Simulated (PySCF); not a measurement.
## C$_{4}$H$_{12}$OSi: a changed input and its effect

System: C$_{4}$H$_{12}$OSi, SMILES CC(C)(C)O[SiH3].
Method of the first run: GIAO PBE0/pcSseg-1 NMR shielding, non-relativistic, gas phase (PySCF 2.14.0).

The geometry comes from this level: PBE0-D3(BJ)/def2-SVP. Text and figures count atoms from 1; the logs count them from 0 in places.

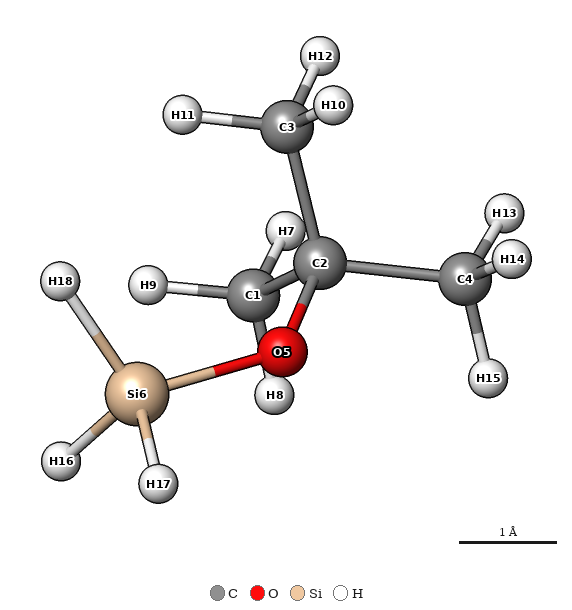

The input geometry (ball-and-stick view, seen at a tilt; atoms are numbered from 1 in the order of the input).

## The input, the first run
```
{"job": {"kind": "nmr", "xc": "PBE0", "basis": "pcSseg-1"}, "charge": 0, "multiplicity": 1}
C     -0.798115    -1.031720    -1.096690
C     -0.613712    -0.100351     0.097313
C     -0.885517    -0.838283     1.404779
C     -1.520003     1.116932    -0.028085
O      0.714391     0.417763     0.111560
Si     2.176532    -0.369710     0.074568
H     -1.835314    -1.394510    -1.152607
H     -0.562551    -0.506777    -2.034581
H     -0.140310    -1.912605    -1.021767
H     -0.720685    -0.168354     2.261630
H     -0.220682    -1.708841     1.516909
H     -1.923812    -1.200933     1.440636
H     -2.580603     0.824579    -0.039084
H     -1.349810     1.799588     0.817112
H     -1.293261     1.661093    -0.956578
H      2.393106    -1.108315    -1.209190
H      3.212834     0.690794     0.205452
H      2.325116    -1.347257     1.199473
```

The first line tells a small driver script what to run in PySCF; the rest is the geometry in Å.

Hardware: 1 CPU thread, shared host.

## Output (the first run)
```
coarse grid: 14496 points
cycle   1  E = -523.8010044284  dE =  3.341e-01  |g| = 7.259e-01  |ddm| = 3.476e+00
cycle   2  E = -523.6465709673  dE =  1.544e-01  |g| = 1.153e+00  |ddm| = 1.655e+00
cycle   3  E = -523.9024022214  dE = -2.558e-01  |g| = 1.387e-01  |ddm| = 1.203e+00
cycle   4  E = -523.9061247885  dE = -3.723e-03  |g| = 3.431e-02  |ddm| = 1.216e-01
cycle   5  E = -523.9064007100  dE = -2.759e-04  |g| = 3.897e-03  |ddm| = 3.012e-02
cycle   6  E = -523.9064034258  dE = -2.716e-06  |g| = 1.487e-03  |ddm| = 4.795e-03
final grid: 132432 points
cycle   7  E = -523.9535559058  dE = -3.345e-05  |g| = 1.209e-02  |ddm| = 3.070e-02
cycle   8  E = -523.9535272215  dE =  2.868e-05  |g| = 1.725e-02  |ddm| = 2.135e-02
cycle   9  E = -523.9535866559  dE = -5.943e-05  |g| = 1.631e-03  |ddm| = 1.270e-02
cycle  10  E = -523.9535872029  dE = -5.470e-07  |g| = 2.397e-04  |ddm| = 1.581e-03
cycle  11  E = -523.9535872137  dE = -1.080e-08  |g| = 8.482e-05  |ddm| = 3.047e-04
cycle  12  E = -523.9535872152  dE = -1.501e-09  |g| = 2.220e-05  |ddm| = 8.084e-05
cycle  13  E = -523.9535872153  dE = -1.082e-10  |g| = 2.845e-06  |ddm| = 2.050e-05
converged SCF energy = -523.9535872153

GIAO shielding tensors (ppm)
atom      isotropic    diamagn.    paramagn.     s11        s22        s33       span
  0 C      153.194     249.556     -96.362    134.983    143.455    181.144     46.161
  1 C      112.764     238.470    -125.706     91.283     92.845    154.164     62.882
  2 C      154.639     248.627     -93.988    135.259    145.237    183.423     48.163
  3 C      150.826     247.544     -96.718    132.510    136.312    183.655     51.145
  4 O      269.101     399.786    -130.685    225.188    279.601    302.515     77.326
  5 Si     399.979     879.804    -479.826    354.808    367.926    477.202    122.393
  6 H       30.138      30.718      -0.580     26.775     27.832     35.807      9.032
  7 H       29.947      31.167      -1.220     27.037     27.500     35.304      8.267
  8 H       29.845      31.697      -1.852     26.520     28.485     34.530      8.010
  9 H       30.050      30.605      -0.555     26.951     27.660     35.540      8.588
 10 H       29.666      31.319      -1.653     26.015     28.550     34.433      8.418
 11 H       30.247      30.434      -0.186     26.818     27.932     35.992      9.174
 12 H       30.367      30.286       0.081     26.877     27.960     36.264      9.387
 13 H       29.848      30.257      -0.409     26.606     27.797     35.142      8.536
 14 H       29.895      30.346      -0.451     26.604     27.923     35.159      8.555
 15 H       26.378      29.589      -3.211     22.842     24.952     31.342      8.500
 16 H       26.577      29.073      -2.495     23.103     24.636     31.992      8.888
 17 H       26.308      29.572      -3.264     22.725     24.977     31.222      8.498
```

For the second run the input was changed thus:
```diff
-"xc": "PBE0"
+"xc": "KT2"
+"pop": false
```

Predict how the results change.

The total energies belong to different methods, so their difference says nothing on which is more stable or more accurate. The HOMO goes from −7.94 to −6.56 eV. The LUMO goes from 0.64 to −0.40 eV. The dipole moment goes from 1.33 to 1.25 D. Of all shieldings, the largest change is that of O5, by −13.5 ppm. The functional changes from PBE0 to KT2. Exact exchange removes part of the self-interaction error of semilocal functionals, which pushes filled and empty levels apart. The SCF takes 16 iterations against 13.

## Output (the second run)
```
coarse grid: 14496 points
cycle   1  E = -530.4896110706  dE =  2.942e-01  |g| = 8.886e-01  |ddm| = 3.514e+00
cycle   2  E = -529.7464468023  dE =  7.432e-01  |g| = 2.024e+00  |ddm| = 3.551e+00
cycle   3  E = -530.6357649745  dE = -8.893e-01  |g| = 2.989e-01  |ddm| = 3.158e+00
cycle   4  E = -530.6549051885  dE = -1.914e-02  |g| = 1.019e-01  |ddm| = 3.606e-01
cycle   5  E = -530.6571981156  dE = -2.293e-03  |g| = 1.810e-02  |ddm| = 9.445e-02
cycle   6  E = -530.6572784550  dE = -8.034e-05  |g| = 9.156e-03  |ddm| = 2.944e-02
cycle   7  E = -530.6572966557  dE = -1.820e-05  |g| = 1.617e-03  |ddm| = 8.407e-03
cycle   8  E = -530.6572973063  dE = -6.505e-07  |g| = 4.113e-04  |ddm| = 2.399e-03
final grid: 132432 points
cycle   9  E = -530.7203128113  dE = -2.124e-04  |g| = 1.744e-02  |ddm| = 5.096e-02
cycle  10  E = -530.7201965135  dE =  1.163e-04  |g| = 2.768e-02  |ddm| = 3.875e-02
cycle  11  E = -530.7203622446  dE = -1.657e-04  |g| = 5.428e-03  |ddm| = 3.062e-02
cycle  12  E = -530.7203671733  dE = -4.929e-06  |g| = 1.744e-03  |ddm| = 6.127e-03
cycle  13  E = -530.7203678768  dE = -7.035e-07  |g| = 2.070e-04  |ddm| = 1.594e-03
cycle  14  E = -530.7203678851  dE = -8.307e-09  |g| = 7.359e-05  |ddm| = 2.283e-04
cycle  15  E = -530.7203678863  dE = -1.214e-09  |g| = 1.196e-05  |ddm| = 6.739e-05
cycle  16  E = -530.7203678863  dE = -4.320e-11  |g| = 2.027e-06  |ddm| = 1.956e-05
converged SCF energy = -530.7203678863

GIAO shielding tensors (ppm)
atom      isotropic    diamagn.    paramagn.     s11        s22        s33       span
  0 C      151.975     250.382     -98.407    132.623    142.448    180.853     48.230
  1 C      108.795     240.616    -131.822     87.131     89.213    150.041     62.910
  2 C      153.717     249.477     -95.760    133.398    144.439    183.313     49.916
  3 C      150.163     248.449     -98.286    131.979    134.838    183.673     51.694
  4 O      255.628     399.860    -144.232    203.456    267.543    295.886     92.430
  5 Si     409.347     882.787    -473.439    361.507    374.945    491.590    130.083
  6 H       29.948      30.764      -0.816     26.789     27.714     35.340      8.551
  7 H       29.854      31.438      -1.584     27.054     27.587     34.922      7.868
  8 H       29.683      31.913      -2.230     26.552     28.404     34.093      7.541
  9 H       29.988      30.840      -0.852     27.042     27.728     35.193      8.152
 10 H       29.502      31.571      -2.070     26.028     28.471     34.007      7.979
 11 H       30.059      30.478      -0.419     26.798     27.846     35.533      8.736
 12 H       30.171      30.331      -0.160     26.821     27.862     35.832      9.011
 13 H       29.789      30.505      -0.716     26.778     27.787     34.803      8.025
 14 H       29.835      30.635      -0.800     26.773     27.910     34.824      8.051
 15 H       26.102      29.692      -3.589     22.624     24.587     31.096      8.472
 16 H       26.382      29.154      -2.772     23.013     24.484     31.649      8.636
 17 H       26.019      29.654      -3.636     22.506     24.580     30.969      8.463
```

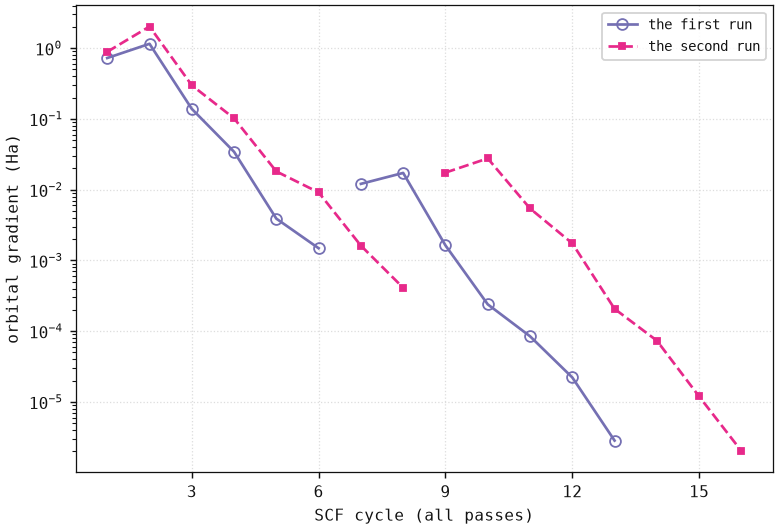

Convergence of the two runs: orbital gradient against the SCF cycle. A break in a curve parts two SCF passes (coarse and final grid). The first run takes 13 cycles in all, and the second run takes 16.

## The two runs side by side

| quantity | the first run | the second run |
| --- | --- | --- |
| outcome | converged | converged |
| total energy (hartree) | −523.953587 | −530.720368 |
| HOMO (eV) | −7.94 | −6.56 |
| LUMO (eV) | 0.64 | −0.40 |
| dipole moment (D) | 1.33 | 1.25 |
| shielding of C1 (ppm) | 153.2 | 152.0 |
| shielding of C2 (ppm) | 112.8 | 108.8 |
| shielding of C3 (ppm) | 154.6 | 153.7 |
| shielding of C4 (ppm) | 150.8 | 150.2 |
| shielding of O5 (ppm) | 269.1 | 255.6 |
| shielding of Si6 (ppm) | 400.0 | 409.3 |
| shielding of H18 (ppm) | 26.3 | 26.0 |
| SCF iterations | 13 | 16 |
| basis functions | 169 | 169 |
| wall time (shared host) | 35 s | 49 s |
